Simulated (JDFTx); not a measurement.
System: TiTe2(0001) (P-3m1 bulk; lattice of mp-1907, not re-optimised at this level), 1x1 cell of 6 atoms in 6 planes (Te outermost, slab composition Ti2Te4), area 12.67 Å² a face, 10.2 Å between the outermost planes in a cell 26.1 Å high; k mesh 6×6×1, Fermi width 0.01 Ha, no spin polarisation. Whether this polymorph is the ambient one wasn't checked. Neither spin polarisation nor a larger cell was tried.

All numbers are PBE, GBRV ultrasoft potentials, plane waves to 20/100 Ha results from JDFTx (a modified build), not measurements. Liquid on both sides: SCCS (g09 parameters), water, 1 M NaCl; nuclei fixed. Potentials are on the SHE scale by the convention U = −μ/e − 4.44 V; references calibrated for a solvation model differ from this value.

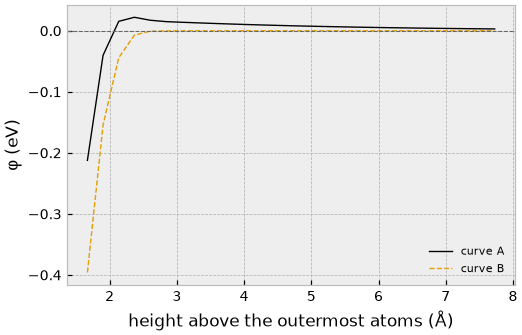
Fig. 1. Plane-averaged electrostatic potential energy of an electron for two states of the electrode

Problem. One curve is the neutral slab. Which, and what is the sign of the other's charge?

Solution. Curve B is neutral (potential of zero charge, 0.42 V). Curve A is negatively charged, -3.8 μC/cm² at 0.00 V.
